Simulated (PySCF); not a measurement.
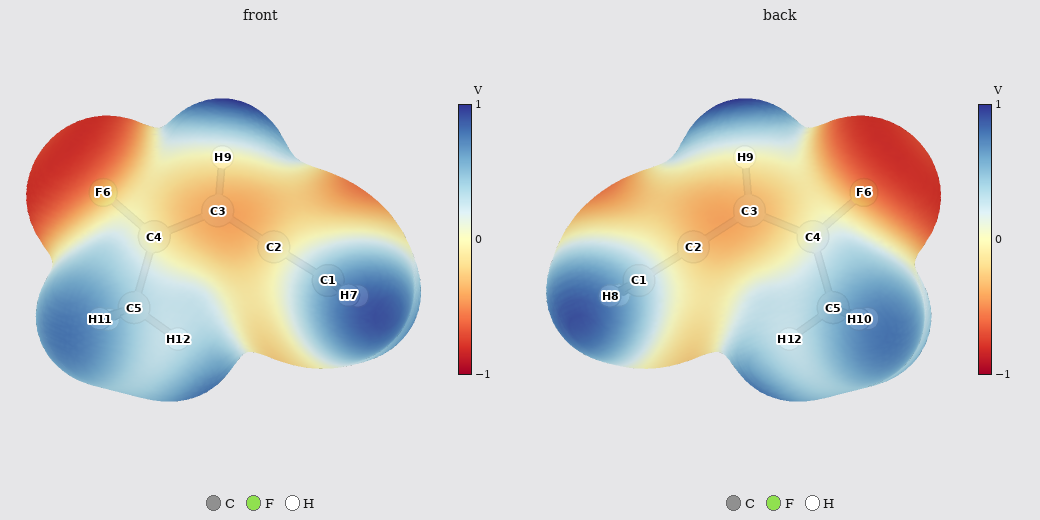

The picture shows: C5H6F (SMILES C=[C]/C=C(\C)F) (doublet). The electrostatic potential painted on the density surface at 0.002 e/bohr³, seen from the front and from behind; red is negative and blue positive.

Geometry: GFN2-xTB.

These are results of UKS B3LYP, pcH-1 on C F H, non-relativistic, mean-field spin-orbit, GIAO (PySCF 2.14.0, density-fitted response routines), not measurements.

```
atom    x (Å)    y (Å)    z (Å)
   C  -1.0389  -1.8221  -1.1490
   C  -0.2506  -0.8093  -1.0360
   C   0.5764   0.2424  -0.9424
   C   0.7608   1.0154   0.1855
   C   0.1090   0.8689   1.5072
   F   1.6440   2.0434   0.0974
   H  -0.7212  -2.8347  -0.9314
   H  -2.0680  -1.7261  -1.4736
   H   1.1509   0.5122  -1.8210
   H  -0.4412   1.7756   1.7672
   H   0.8552   0.7071   2.2879
   H  -0.5752   0.0265   1.4821
```

Which sites attract a positive test charge, and which a negative one?

Answer. A positive charge is drawn to the negative regions and a negative charge to the positive ones. The most negative region (about −0.8 V) lies over F6, the most positive (about +1.0 V) over H7, H8 and H9.
